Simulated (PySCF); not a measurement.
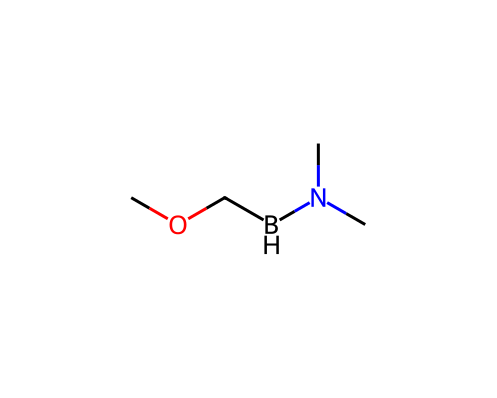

Source: calculation with PySCF.

2D structure.

Q: Write the SMILES.

A: COCBN(C)C

Q: Give the formula, hydrogens included.

A: C4H12BNO.

Q: An optimisation with PBE0-D3(BJ)/def2-SVP gave a structure of which point group?

A: Cs. Other conformers may differ.
